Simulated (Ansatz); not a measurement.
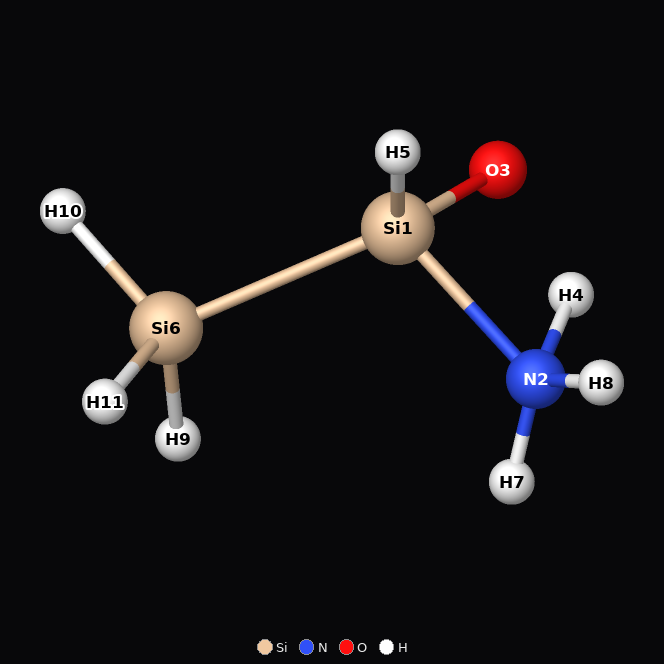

Sticks follow a distance rule. Harmonic vibrations computed with RKS PBE0-D4/def2-TZVP (Ansatz 0.2.0) at a stationary point of the same level.

> Is this a minimum or a saddle point?

A first-order saddle point: one imaginary frequency, 1313i cm⁻¹.

> How many vibrational modes are there, and where do they lie?

27 modes: 1313i, 81, 132, 170, 353, 389, 472, 504, 529, 679, 709, 813, 841, 851, 901, 933, 937, 1078, 1475, 1548, 1990, 2167, 2205, 2215, 2230, 3532, 3634 cm⁻¹.
